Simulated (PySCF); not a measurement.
**Cl₄Ge₂Se₂ (cyclo-(Cl2GeSe)2): density, localisation and related maps**

```xyz
8

Ge   -1.0658   -0.3466    0.9736
Cl   -1.1274   -2.0120    2.3207
Cl   -2.8584    0.7671    1.3299
Se    0.8772    0.9455    1.2623
Ge    1.0996    0.3262   -0.9951
Cl    1.1615    1.9911   -2.3425
Cl    2.8922   -0.7873   -1.3500
Se   -0.8406   -0.9696   -1.2826
```

Geometry: PBE0-D3(BJ)/def2-SVP.

Method: CAM-B3LYP/def2-SVPD, SCF density, gas phase (PySCF).

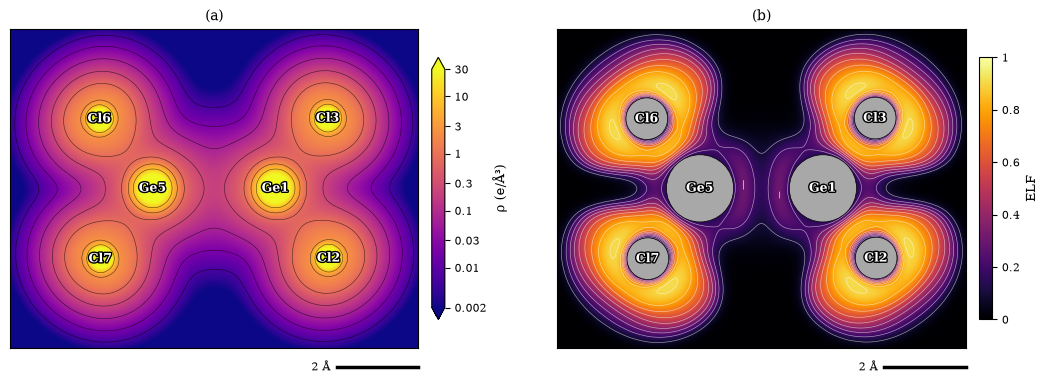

Figure 1. (a) electron density; (b) ELF on the plane of atoms Cl6, Ge5 and Cl7. Grey discs cover the atomic cores in the ELF map.

### What does the map show?

Atoms in the plane: Ge and Cl.
Ge–Cl (2.14 Å): the density is about 0.76 e/Å³ at the midpoint; the ELF peaks at about 0.85 in the valence shell of Cl, 0.8 Å from its nucleus, and is about 0.65 at the midpoint.
The ELF also peaks beside Cl7, Cl2, Cl6 and Cl3, away from the bonds: lone-pair regions.

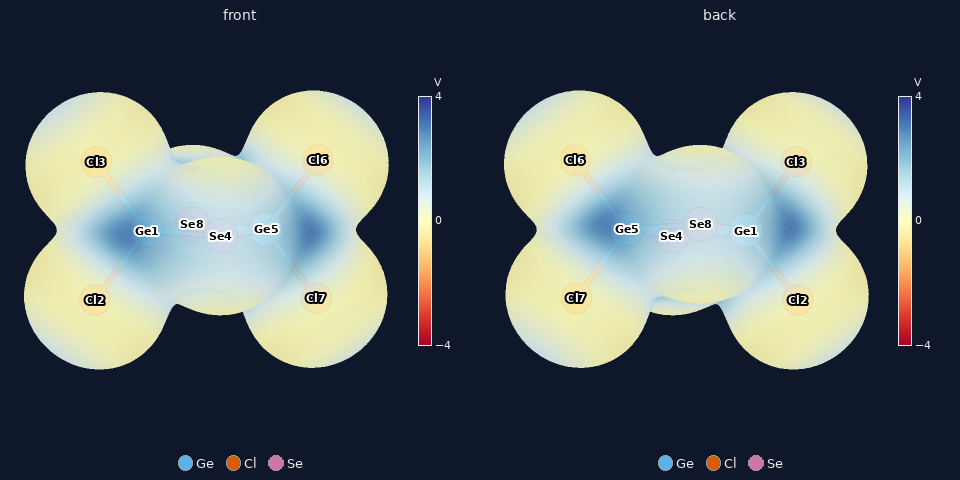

Figure 2. The electrostatic potential painted on the density surface at 0.004 e/bohr³, seen from the front and from behind; red is negative and blue positive.

### Describe the electrostatic potential map.

The most negative region (about −0.2 V) lies over Cl2, Cl3, Cl6 and Cl7, the most positive (about +3.0 V) over Ge1 and Ge5. Cl2 shows a σ-hole: about +0.8 V at the tip opposite its bond, against about −0.1 V on its flanks. Cl3 shows a σ-hole: about +0.8 V at the tip opposite its bond, against about −0.1 V on its flanks. Cl6 shows a σ-hole: about +0.8 V at the tip opposite its bond, against about −0.1 V on its flanks. Cl7 shows a σ-hole: about +0.8 V at the tip opposite its bond, against about −0.1 V on its flanks.

### What dipole moment does the calculation give?

Its dipole moment is zero.
